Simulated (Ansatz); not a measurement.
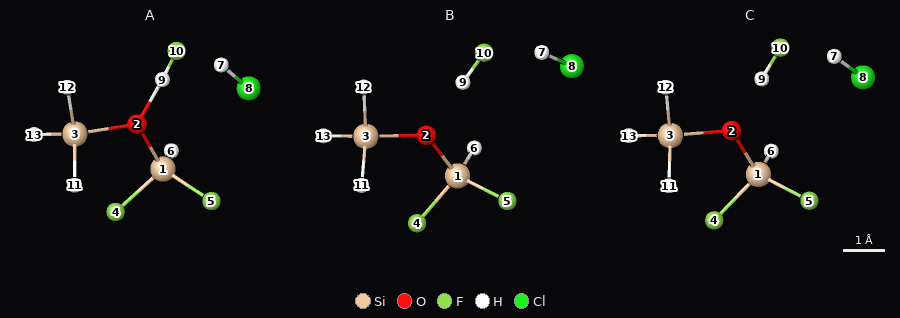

3 geometries from one relaxation of Si$_{2}$H$_{6}$OClF$_{3}$ (started from a transition state, displaced along its imaginary mode), in shuffled order. A ball-and-stick model, seen at a tilt.

Level of theory: RKS PBE0-D4/def2-TZVP in Ansatz 0.2.0. (force threshold 0.005 eV/Å; at most 200 steps)

### Put them in the order of the run, from the start to the converged end.

A, C, B. They are steps 0, 4, 16, at +29.6 kcal/mol, +0.94 kcal/mol relative to the last. The atom that moves furthest after the best rigid fit is Cl8 (0.86 Å). Largest moves by element: Cl 0.86 Å, H 0.61 Å, O 0.38 Å, F 0.38 Å, Si 0.24 Å. Among the contacts that change: Si1–Cl8 2.920 → 3.947 Å, O2–H9 1.366 → 1.686 Å, H9–F10 0.836 → 0.943 Å, H7–Cl8 1.205 → 1.292 Å. Bond angles that change, for instance: Si1–O2–Si3 120.3° → 133.9°, O2–Si1–F4 101.4° → 107.1°, F4–Si1–H6 105.4° → 110.6°. After 14 accepted moves (16 points after the start) the energy has fallen by 29.6 kcal/mol. Largest force component: 10 eV/Å at the start, 0.0025 eV/Å at the end. The line search rejected the trial steps at points 3, 7 of the run.
